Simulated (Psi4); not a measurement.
# [BH4]− (SMILES [H][B-]([H])([H])[H]) at TPSS/def2-TZVP (sweep point 8)

What is the vertical ionisation energy of [BH4]− at TPSS/def2-TZVP (sweep point 8)? 

The calculation is run with Psi4 1.11.

4 further runs of the same task are left out: 4 set aside as unsound or not needed.

## (1) The molecule

The species is [BH4]− (5 atoms), meant as a singlet with charge -1. As SMILES, `[H][B-]([H])([H])[H]`. Geometry: relaxed at GFN2-xTB.

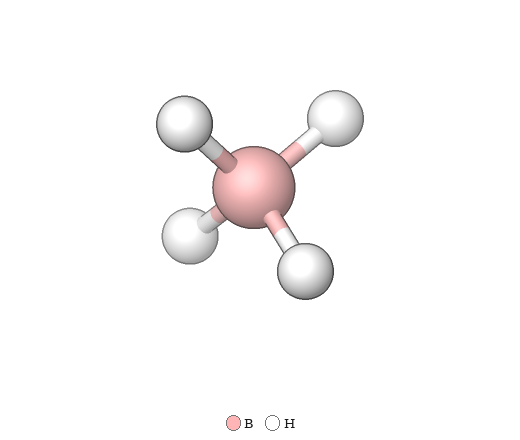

The structure, seen from a chosen angle (boron pink, hydrogen white).

## (2) The energy at TPSS/def2-TZVP (sweep point 8)

File input.dat:

```
memory 1600 mb

molecule {
  -1 1
  B      0.000000    -0.000190    -0.000050
  H      0.011880    -0.020580     1.229120
  H      1.154650     0.011840    -0.420810
  H     -0.587600     1.007810    -0.387560
  H     -0.578930    -0.998880    -0.420690
  symmetry c1
}

set globals {
  basis                def2-TZVP
  puream               true
  scf_type             pk
  dft_radial_points    250
  dft_spherical_points 1202
}

e, wfn = energy('tpss', return_wfn=True)
print_variables()
```

On the command line:

```bash
psi4 -i input.dat -o output.dat -n 1
```

output.dat, cut to the lines that bear on the results:

```text
[...]
  Running in c1 symmetry.
[...]
  Nuclear repulsion =   10.192673175633663
[...]
  Multiplicity = 1
[...]
  Nalpha       = 5
  Nbeta        = 5
[...]
    Number of basis functions: 55
[...]
   @RKS iter   1:   -26.94423078973571   -2.34543e-01   1.23999e-02 ADIIS/DIIS
[...]
   @RKS iter   6:   -27.27849922519112   -5.80050e-07   5.01657e-07 DIIS
[...]
    Orbital Energies [Eh]
    ---------------------
    Doubly Occupied:
       1A     -6.277443     2A     -0.211869     3A     -0.027479
       4A     -0.027421     5A     -0.027391
[...]
  @RKS Final Energy:   -27.27849922519112
   => Energetics <=
    Nuclear Repulsion Energy =             10.1926731756336633
    One-Electron Energy =                 -57.8486349091761767
    Two-Electron Energy =                  26.1221828736434425
    DFT Exchange-Correlation Energy =      -5.7447203652920491
    Empirical Dispersion Energy =           0.0000000000000000
    VV10 Nonlocal Energy =                  0.0000000000000000
    Total Energy =                        -27.2784992251911191
[...]
 Multipole Moments:
 ------------------------------------------------------------------------------------
     Multipole            Electronic (a.u.)      Nuclear  (a.u.)        Total (a.u.)
 ------------------------------------------------------------------------------------
 L = 1.  Multiply by 2.5417464519 to convert [e a0] to [Debye]
 Dipole X            :          0.0000293           -0.0000000            0.0000293
 Dipole Y            :         -0.0014616            0.0007126           -0.0007490
 Dipole Z            :         -0.0005893            0.0001950           -0.0003942
 Magnitude           :                                                    0.0008469
[...]
```

Run time: 48 s. Hardware: 1 thread of Intel Xeon 6975P-C (Granite Rapids), shared host; peak memory 1.3 GiB.

## (3) Doublet neutral BH4

File calc.dat:

```
memory 1600 mb

molecule {
  0 2
  B      0.000000    -0.000190    -0.000050
  H      0.011880    -0.020580     1.229120
  H      1.154650     0.011840    -0.420810
  H     -0.587600     1.007810    -0.387560
  H     -0.578930    -0.998880    -0.420690
  symmetry c1
}

set reference uks
set puream true
set scf_type pk
set dft_radial_points 250
set dft_spherical_points 1202
set maxiter 150

energy_value, wavefunction = energy('tpss/def2-TZVP', return_wfn=True)
```

On the command line:

```bash
psi4 -n 1 calc.dat calc.out
```

calc.out, cut to the lines that bear on the results:

```text
[...]
  Running in c1 symmetry.
[...]
  Nuclear repulsion =   10.192673175633663
[...]
  Multiplicity = 2
[...]
  Nalpha       = 5
  Nbeta        = 4
[...]
    Number of basis functions: 55
[...]
   @UKS iter   1:   -26.98136373810091   -2.71676e-01   8.02894e-03 ADIIS/DIIS
[...]
   @UKS iter  14:   -27.12345343503938   -1.15378e-08   6.55525e-07 DIIS
[...]
   @S^2 Observed:                7.561655430E-01
[...]
    Orbital Energies [Eh]
    ---------------------
    Alpha Occupied:
       1A     -6.589521     2A     -0.524772     3A     -0.346340
       4A     -0.328231     5A     -0.328207
    Alpha Virtual:
       6A      0.040133     7A      0.074949     8A      0.074962
       9A      0.075832    10A      0.117931    11A      0.128152
      12A      0.128180    13A      0.219217    14A      0.312410
      15A      0.328343    16A      0.382058    17A      0.382094
      18A      0.388279    19A      0.561968    20A      0.672734
      21A      0.675997    22A      0.676076    23A      0.698199
      24A      0.839584    25A      0.859492    26A      0.859589
[...]
  @UKS Final Energy:   -27.12345343503938
   => Energetics <=
    Nuclear Repulsion Energy =             10.1926731756336633
    One-Electron Energy =                 -55.0695908705508330
    Two-Electron Energy =                  23.2267410940842609
    DFT Exchange-Correlation Energy =      -5.4732768342064739
    Empirical Dispersion Energy =           0.0000000000000000
    VV10 Nonlocal Energy =                  0.0000000000000000
    Total Energy =                        -27.1234534350393801
[...]
 Multipole Moments:
 ------------------------------------------------------------------------------------
     Multipole            Electronic (a.u.)      Nuclear  (a.u.)        Total (a.u.)
 ------------------------------------------------------------------------------------
 L = 1.  Multiply by 2.5417464519 to convert [e a0] to [Debye]
 Dipole X            :         -0.0002509           -0.0000000           -0.0002509
 Dipole Y            :          0.0011487            0.0007126            0.0018613
 Dipole Z            :          0.0003027            0.0001950            0.0004977
 Magnitude           :                                                    0.0019430
[...]
```

Wall time 2.7 min (1 thread of Intel Xeon 6975P-C (Granite Rapids), shared host); peak memory 1.3 GiB.

## (4) Summary of results

At TPSS/def2-TZVP (sweep point 8):

| quantity | value |
| --- | --- |
| singlet [BH4]−: total energy | -27.27850 Eh |
| singlet [BH4]−: HOMO energy | -0.75 eV |
| singlet [BH4]−: LUMO energy | 6.44 eV |
| singlet [BH4]−: HOMO–LUMO gap (to an unbound level, set by the basis) | 7.19 eV |
| doublet neutral BH4: total energy | -27.12345 Eh |
| doublet neutral BH4: dipole moment | 0.00 D |
| doublet neutral BH4: HOMO energy (highest over α and β) | -8.20 eV |
| doublet neutral BH4: LUMO energy (lowest over α and β) | -7.74 eV |
| doublet neutral BH4: ⟨S²⟩ | 0.756 |
| vertical detachment energy (to the doublet neutral) | 4.219 eV |

Removing an electron at fixed nuclei costs 4.22 eV (97 kcal/mol). −ε(HOMO) before ionisation, 0.75 eV, is 3.47 eV below this ionisation energy.
